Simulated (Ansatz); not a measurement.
## Electronic structure of CCl₂InNO (SMILES O=C=[N][In]([Cl])[Cl]) in real space

Input file:

```
crystal:
  periodic: [false, false, false]
  atoms:
    - {symbol: O, position_ang: [1.198679, -2.132084, 1.617486]}
    - {symbol: C, position_ang: [0.879845, -1.455961, 0.725346]}
    - {symbol: N, position_ang: [0.594469, -0.808195, -0.252695]}
    - {symbol: In, position_ang: [-0.488683, 0.847862, -0.568805]}
    - {symbol: Cl, position_ang: [-0.670962, 1.634803, -2.707170]}
    - {symbol: Cl, position_ang: [-1.513348, 1.913577, 1.185848]}
basis:
  gaussian: {orbitals: def2-TZVPP}
hamiltonian: {xc: pbe0, dispersion: d4}
output: {orbitals: {seedname: orbitals}}
```

Command:

```sh
ansatz run in.yaml --threads 4 --pin off --events-out ev --progress --plain --max-ram 10444MiB
```

Geometry: PBE0-D4/def2-TZVP; core potentials replace the inner electrons of In.

The calculation used Ansatz, RKS PBE0-D4/def2-TZVPP.

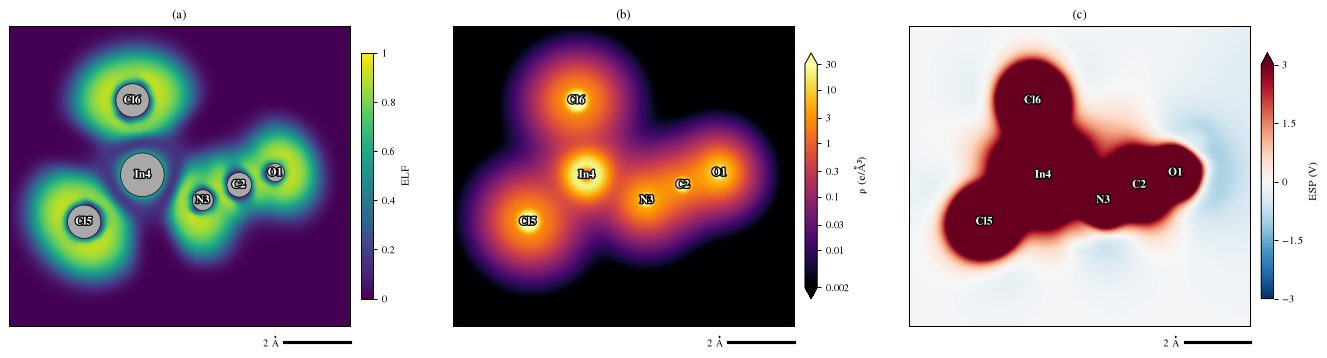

Figure 1. (a) ELF; (b) electron density; (c) electrostatic potential on the molecular plane. Grey discs cover the atomic cores in the ELF map.

Describe what can be read from this map.

Answer. The plane passes through O, C, N, In and Cl nuclei. C–O (1.16 Å): the density is about 3.7 e/Å³ at the midpoint; the ELF peaks at about 0.85 between the atoms (a short, multiple covalent bond). C–N (1.21 Å): ρ at the midpoint is about 3.1 e/Å³; the ELF peaks at about 0.85 between the atoms: a multiple bond. In–N (2.00 Å): the density is about 0.78 e/Å³ at the midpoint; the ELF peaks at about 0.85 in the valence shell of N, 0.6 Å from its nucleus, and drops to about 0.15 between the two atoms. In–Cl (2.29 Å): the density is about 0.64 e/Å³ at the midpoint; the ELF peaks at about 0.80 in the valence shell of Cl, 0.8 Å from its nucleus, and drops to about 0.15 between the two atoms. The ELF also peaks beside Cl5, N3, O1 and Cl6, away from the bonds: lone-pair regions. Outside the dense part of the molecule the potential is most negative (−1.0 V) near O1.

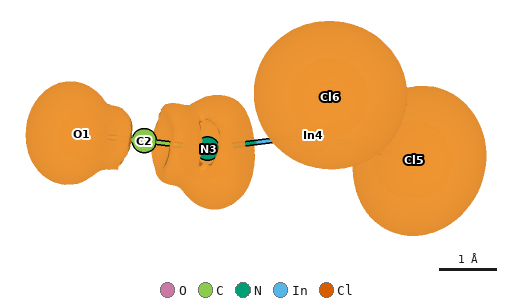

Figure 2. Isosurface of the electron localisation function at 0.75 (orange), seen from one side. Only the valence region is drawn (cores and ρ < 0.01 e/Å³ removed).

Where are the electrons localised?

Answer. At this value the surface marks out one region on N in which the atom's valence shell and bonds are merged, one region on O in which the atom's valence shell and bonds are merged and two regions wrapped around Cl (the valence shell of each).

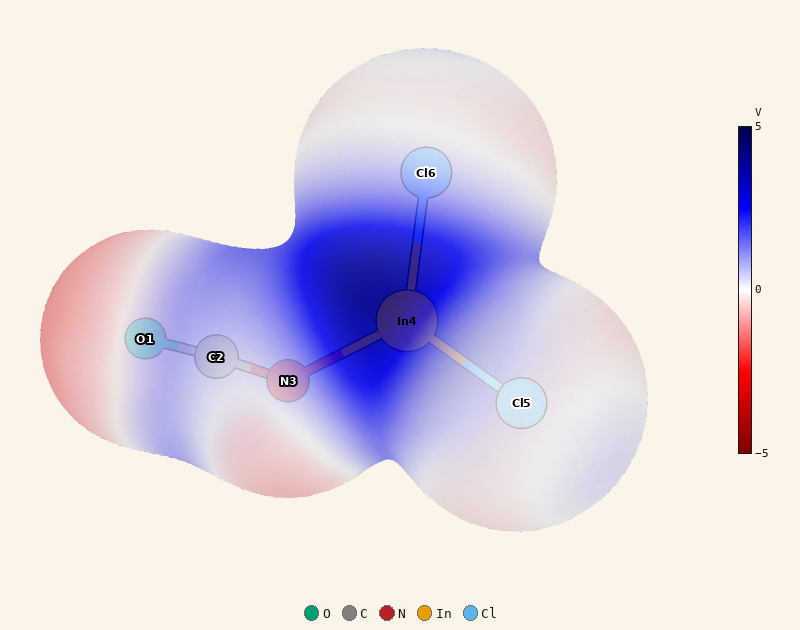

Figure 3. The electrostatic potential painted on the density surface at 0.002 e/bohr³, seen at a tilt; the colour scale runs from red (negative) to blue (positive).

Where is the surface potential most negative and most positive?

Answer. The most negative region (about −0.9 V) lies over O1, the most positive (about +4.1 V) over In4.
